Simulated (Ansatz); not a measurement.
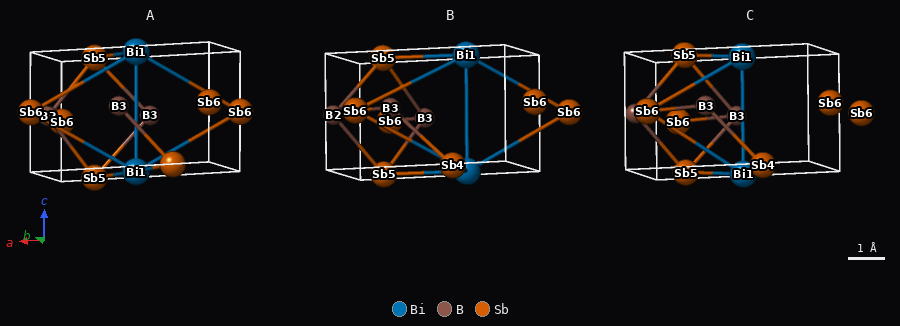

3 geometries from one relaxation of a crystal of BiB2Sb3 (built on the CeAl2Cu3-65 type type), in shuffled order. The picture is a ball-and-stick view of the cell of the calculation, seen from a free direction.

Case: shaken.

Computed with DFT, PBEsol, plane waves, PAW (Ansatz). (plane-wave cutoff 420 eV; k-point mesh 4 × 4 × 6; occupations fermi dirac; smearing width 0.05 eV; no spin polarisation; cell and atoms relaxed; force threshold 0.01 eV/Å; at most 120 steps)

Order the frames from highest to lowest energy.

Answer. A, C, B. They are steps 0, 5, 16, at +266 meV per atom, +134 meV per atom relative to the last. The atom that moves furthest relative to the cell is Bi1 (1.04 Å along [−1 −1 0]). By element the largest moves are Bi 1.04 Å, Sb 0.89 Å, B 0.84 Å. The volume changes by −2.4 %, with a 6.690 → 6.645 Å (−0.7 %), b 6.678 → 6.645 Å (−0.5 %), c 3.431 → 3.327 Å (−3.0 %), α 90.5° → 90.1°, β 90.7° → 90.1°, γ 122.7° → 121.0°. Near-neighbour distances that change, for instance: B3–Sb6 3.344 → 2.287 Å, B2–Sb6 3.307 → 2.287 Å, Bi1–Sb4 4.232 → 3.520 Å, Bi1–Sb5 4.152 → 3.520 Å. New bonds form, among them: B2–Sb6 (3.31 → 2.29 Å), B3–Sb6 (3.34 → 2.29 Å). Among the angles between lasting bonds that change: Sb4–Bi1–Sb5 178.0° → 122.7°, Sb4–B3–Sb5 179.6° → 150.4°, Sb4–B3–Sb5 179.1° → 150.3°. The space group (tolerance 0.01 Å) goes from P1 (No. 1) to Cm (No. 8). Over 14 accepted moves (16 points after the start) the energy falls by 266 meV per atom. Largest force component: 0.69 eV/Å at the start, 0.0016 eV/Å at the end. Pressure: 0.76 GPa at the start and 0.00 GPa at the end. The line search rejected the trial step at point 10 of the run. The SCF was repeated once at an unchanged geometry on a basis and grid sized afresh for the cell, which shifted the energy by 0.2 meV per atom at most.
